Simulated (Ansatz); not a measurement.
## Electronic structure of BFH3N···SiH4 in real space

The calculation's input:

```
crystal:
  periodic: [false, false, false]
  atoms:
    - { symbol: B, position_ang: [0.066038, -0.290578, -0.193162] }
    - { symbol: F, position_ang: [-0.059732, -0.926145, 0.977657] }
    - { symbol: "N", position_ang: [1.310522, -0.257364, -0.83994] }
    - { symbol: H, position_ang: [2.146867, -0.705789, -0.472066] }
    - { symbol: H, position_ang: [1.444101, 0.206328, -1.733691] }
    - { symbol: H, position_ang: [-0.898188, 0.223052, -0.70202] }
    - { symbol: Si, position_ang: [0.084398, 2.529338, 1.225649] }
    - { symbol: H, position_ang: [0.736265, 3.314407, 2.325822] }
    - { symbol: H, position_ang: [0.862207, 2.748571, -0.037564] }
    - { symbol: H, position_ang: [-1.315886, 3.033303, 1.040272] }
    - { symbol: H, position_ang: [0.057109, 1.107779, 1.606443] }
basis:
  gaussian: { orbitals: "6-31G*" }
hamiltonian:
  xc: pbe
  dispersion: d4
relax:
  f_tol: 0.03
  max_steps: 50
output:
  orbitals: {}
```

Command:

```sh
ansatz run input.yaml --threads 1 --pin off --max-ram 2048MiB --backend cpu --events-out ev --progress --plain --runs-dir out
```

The fields are those of the run's last geometry, not of the input's.

Method: RKS PBE-D4/6-31G* (Ansatz).

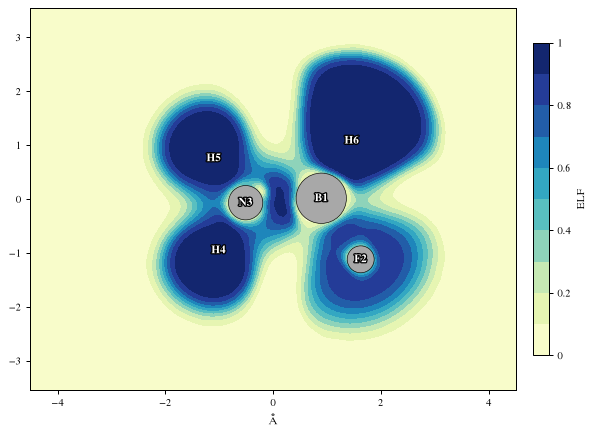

Figure 1. ELF on the plane of atoms B1, N3 and H5. Grey discs cover the atomic cores.

> Describe what can be read from this map.

- Atoms in the plane: B, F, N and H.
- B–F (1.35 Å): the ELF peaks at about 0.85 between the atoms: a polar covalent bond.
- B–N (1.41 Å): the ELF peaks at about 0.90 between the atoms: a polar covalent bond.
- N–H (1.02 Å): the ELF climbs to about 1 towards the hydrogen, as it does in any bond to H: an ordinary covalent bond to hydrogen.
- B–H (1.21 Å): the ELF climbs to about 1 towards the hydrogen (an ordinary covalent bond to hydrogen).
- The ELF also peaks beside F2, away from the bonds: lone-pair regions.

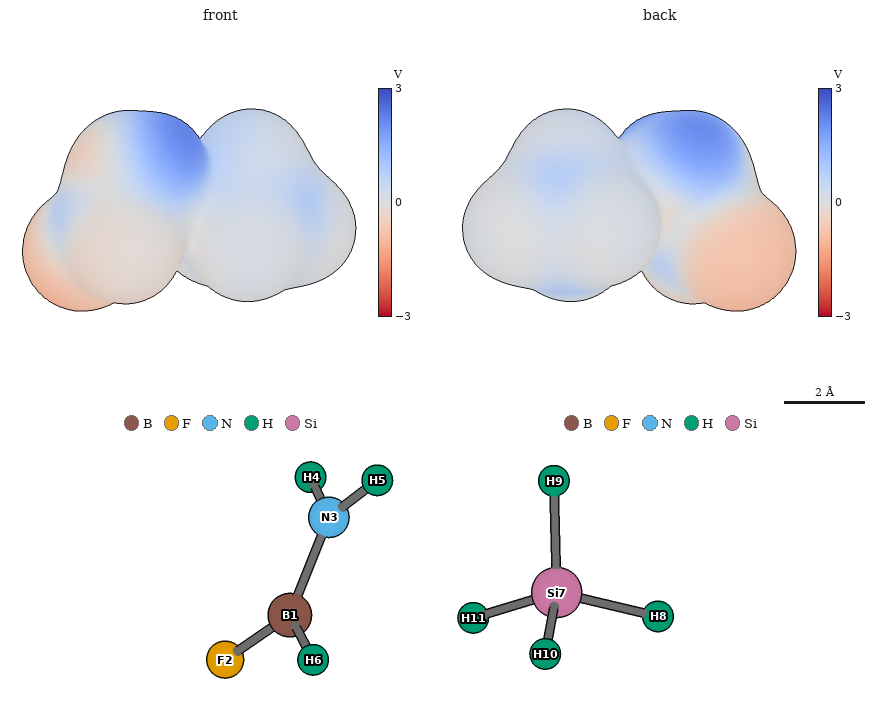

Figure 2. The molecular electrostatic potential painted on the density surface at 0.002 e/bohr³, seen from the front and from behind; red is negative and blue positive. The bare structure is drawn below in the same view.

> Where is the surface potential most negative and most positive?

The most negative region (about −1.0 V) lies over F2, the most positive (about +2.1 V) over H4 and H5.

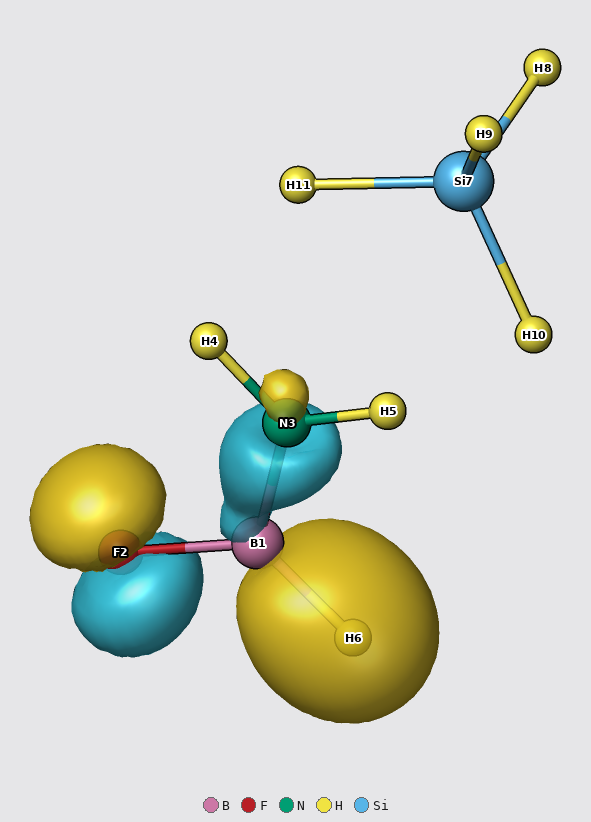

Figure 3. The HOMO−1 at ±0.2 Å⁻³ᐟ² (yellow and cyan are the two phases), seen at an oblique angle.

> Describe this orbital and give its energy.

By Hirshfeld shares it lies mainly on F2 (about 40 %), H6 (about 25 %), B1 (about 20 %) and N3 (about 10 %). Its energy is −7.69 eV.
